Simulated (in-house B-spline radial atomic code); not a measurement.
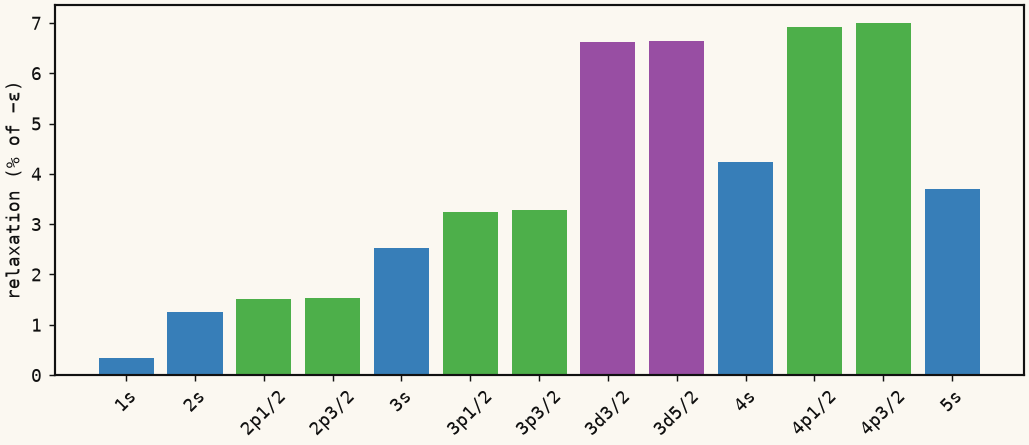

System: atomic strontium (Sr), configuration [Kr] 5s2. Theory: Dirac-Hartree-Fock, average of configuration, Fermi nucleus, basis-set limit (computed with an in-house B-spline radial code). One electron is taken from each of the shells shown in turn, and the ion is relaxed; bars are coloured by l. The plot shows the relaxation energy, Koopmans' value −ε less the difference of self-consistent energies, as a share of −ε.

Q: Which hole relaxes most as a share of −ε, and what are the binding energies?

A: Among the shells shown the largest bar is that of 4p3/2. 1s: −ε = 16.21 keV, relaxed 16.15 keV, relaxation 55.5 eV (0.34 %); 2s: −ε = 2262 eV, relaxed 2234 eV, relaxation 28.2 eV (1.2 %); 2p1/2: −ε = 2051 eV, relaxed 2020 eV, relaxation 30.9 eV (1.5 %); 2p3/2: −ε = 1982 eV, relaxed 1952 eV, relaxation 30.3 eV (1.5 %); 3s: −ε = 379.9 eV, relaxed 370.2 eV, relaxation 9.61 eV (2.5 %); 3p1/2: −ε = 301.4 eV, relaxed 291.7 eV, relaxation 9.75 eV (3.2 %); 3p3/2: −ε = 290.4 eV, relaxed 280.9 eV, relaxation 9.51 eV (3.3 %); 3d3/2: −ε = 153.2 eV, relaxed 143.0 eV, relaxation 10.1 eV (6.6 %).
